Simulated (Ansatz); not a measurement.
# [SiF5]− (SMILES F[Si-](F)(F)(F)F): revPBE/6-31G(d) (spherical functions)

What is the vertical singlet–triplet gap of [SiF5]− at revPBE/6-31G* (spherical functions)? 

Program for the calculation: Ansatz 0.2.0.

16 further runs of the same task are left out: 14 that didn't finish, 2 set aside as unsound or not needed. Runs told in other sessions of the task aren't counted.

### 1 The molecule

[SiF5]− has 6 atoms, charge -1, and is taken as a singlet. As SMILES, `F[Si-](F)(F)(F)F`. The coordinates come from a PBE0-D4/def2-TZVPD relaxation.

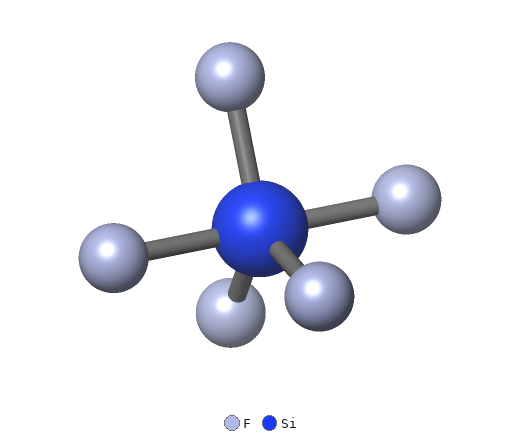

The structure, seen from a chosen angle (fluorine light blue, silicon blue).

### 2 A single-point energy at revPBE/6-31G(d) (spherical functions)

File molecule.yaml:

```yaml
crystal:
  periodic: [false, false, false]
  atoms:
    - {symbol: F, position_ang: [-0.716900, -1.106000, 1.023500]}
    - {symbol: Si, position_ang: [-0.000000, -0.000000, -0.000000]}
    - {symbol: F, position_ang: [-1.466700, 0.583500, -0.396400]}
    - {symbol: F, position_ang: [0.651500, -1.218400, -0.860200]}
    - {symbol: F, position_ang: [0.716500, 1.105800, -1.024000]}
    - {symbol: F, position_ang: [0.815500, 0.635100, 1.257000]}
basis:
  gaussian:
    orbitals: 6-31G_st_-spherical.json
total_charge: -1
hamiltonian:
  xc: {name: revPBE}
accuracy: high
output: {orbitals: {seedname: orbitals}}
```

The basis set 6-31G* is read from a file made from the Basis Set Exchange's data (not shown).

The run is started by

```
ansatz run molecule.yaml --threads 1 --pin off --max-ram 3480MiB --events-out events.jsonl --progress --plain --runs-dir runs
```

The log of the run:

```text
Warning: RAYON_NUM_THREADS=1 ignored (pool sized by the plan → 1); use --threads N
Functional definition: revPBE
  name "revPBE"
  parameter kappa = 1.245
  parameter beta = 0.06672455060314922
  exchange = pbe_x(kappa = kappa, mu = beta*pi^2/3)
  correlation = pbe_c(beta = beta)
1915 factors; integrals over basis functions are off by at most 3.6e-9 eV
mean field evaluation 1: about -21462.0843 eV, gradient 2.9e1 eV
mean field evaluation 2: about -21460.0312 eV, gradient 4.8e1 eV
mean field evaluation 4: about -21463.3502 eV, gradient 1.2e0 eV
mean field evaluation 8: about -21463.3481 eV, gradient 8.3e-3 eV
mean field evaluation 16: about -21463.3481 eV, gradient 1.1e-6 eV
mean field -21463.34810691 eV, -788.7634945490 hartree, gradient 4.3e-8 eV, S^2 0.000000; 0 other end points of the search recorded, 0 dependent functions left out
reference -21463.34811135 eV, -788.7634947121 hartree; 30, 30 occupied and 58, 58 virtual orbitals, 1915 factors
Total energy: -21463.34811135 eV, -788.7634947121 hartree
```

It took 6.3 s on 1 thread of Arm Neoverse V1, shared host; peak memory 0.22 GiB.

### 3 The triplet

File job.yaml:

```yaml
crystal:
  periodic: [false, false, false]
  atoms:
    - {symbol: F, position_ang: [-0.716900, -1.106000, 1.023500]}
    - {symbol: Si, position_ang: [-0.000000, -0.000000, -0.000000]}
    - {symbol: F, position_ang: [-1.466700, 0.583500, -0.396400]}
    - {symbol: F, position_ang: [0.651500, -1.218400, -0.860200]}
    - {symbol: F, position_ang: [0.716500, 1.105800, -1.024000]}
    - {symbol: F, position_ang: [0.815500, 0.635100, 1.257000]}
basis:
  gaussian: {orbitals: 6-31G_st_-spherical.json}
output: {orbitals: {seedname: orbitals}}
accuracy: high
total_charge: -1
hamiltonian: {xc: {name: revPBE}}
magnetization: {spin_polarized: true, initial_magnetization: 2}
```

The basis set 6-31G* is read from a file made from the Basis Set Exchange's data (not shown).

The run is started by

```
ansatz run job.yaml --threads 1 --pin off --max-ram 3480MiB --events-out events.jsonl --progress --plain --runs-dir runs
```

The log of the run:

```text
Warning: RAYON_NUM_THREADS=1 ignored (pool sized by the plan → 1); use --threads N
Functional definition: revPBE
  name "revPBE"
  parameter kappa = 1.245
  parameter beta = 0.06672455060314922
  exchange = pbe_x(kappa = kappa, mu = beta*pi^2/3)
  correlation = pbe_c(beta = beta)
1915 factors; integrals over basis functions are off by at most 3.6e-9 eV
mean field evaluation 1: about -21453.8035 eV, gradient 1.3e1 eV
mean field evaluation 2: about -21446.2248 eV, gradient 4.5e1 eV
mean field evaluation 4: about -21453.7361 eV, gradient 1.3e1 eV
mean field evaluation 8: about -21454.4094 eV, gradient 3.7e-4 eV
mean field evaluation 16: about -21453.3408 eV, gradient 9.1e0 eV
mean field evaluation 32: about -21450.9907 eV, gradient 1.2e1 eV
mean field evaluation 64: about -21454.3373 eV, gradient 5.0e-1 eV
mean field -21454.40941655 eV, -788.4350037371 hartree, gradient 2.8e-8 eV, S^2 2.001178; 8 other end points of the search recorded, 0 dependent functions left out
reference -21454.40942106 eV, -788.4350039031 hartree; 31, 29 occupied and 57, 59 virtual orbitals, 1915 factors
Total energy: -21454.40942106 eV, -788.4350039031 hartree
```

It took 43 s on 1 thread of Arm Neoverse V1, shared host; peak memory 0.3 GiB.

### 4 Results

Level: revPBE/6-31G* (spherical functions).

| quantity | value |
| --- | --- |
| singlet: total energy | -788.76349 Eh |
| singlet: HOMO energy | -1.73 eV |
| singlet: LUMO energy | 7.10 eV |
| singlet: HOMO–LUMO gap (to an unbound level, set by the basis) | 8.83 eV |
| triplet: total energy | -788.43500 Eh |
| triplet: HOMO energy (highest over α and β) | 6.34 eV |
| triplet: ⟨S²⟩ | 2.001 |
| vertical energy of the triplet above the singlet | 8.939 eV |

In words: At this shape the triplet lies 8.94 eV (206 kcal/mol) above the singlet. For an anion a state so high probably lies above electron detachment. The HOMO (triplet) lies at positive energy, 6.34 eV, from the functional's self-interaction, a short basis or an electron that isn't bound; only total energies against the neutral tell.
